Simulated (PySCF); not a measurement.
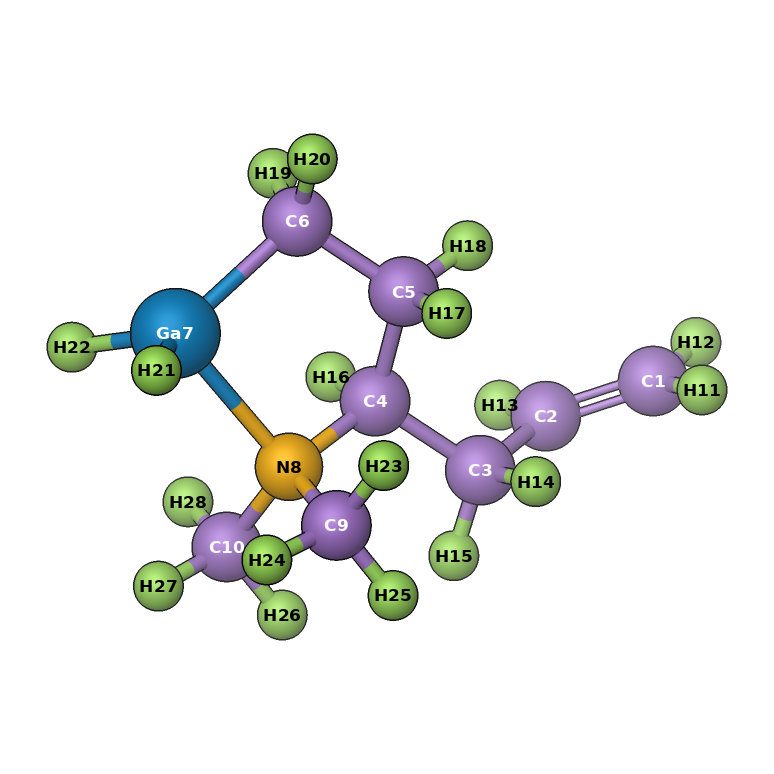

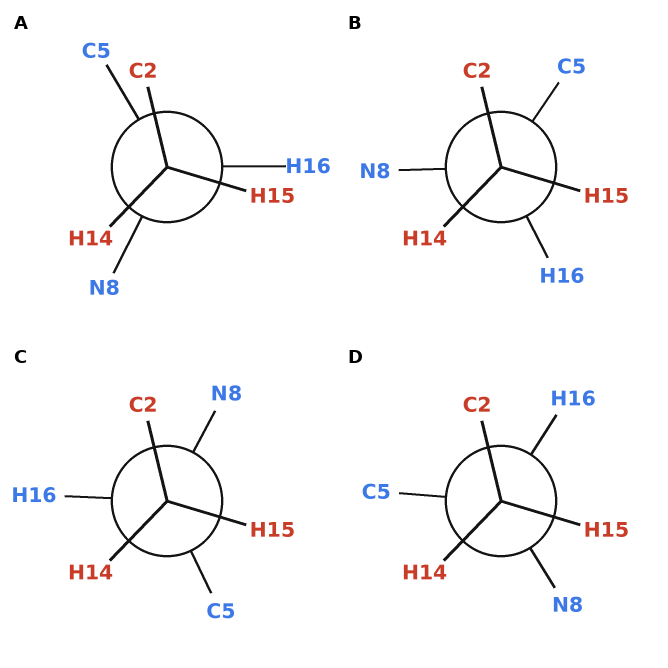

Atoms fade into the background with distance from the viewer. Bonds that would overlap in a projection are set slightly apart. The computed structure is the end point of a PBE0-D3(BJ)/def2-SVP optimisation. No frequency run is at hand to confirm it as a minimum.

Which Newman projection shows the view along C3–C4, with C3 in front?

D. The torsion angle C2–C3–C4–N8 is 162°, antiperiplanar (anti).
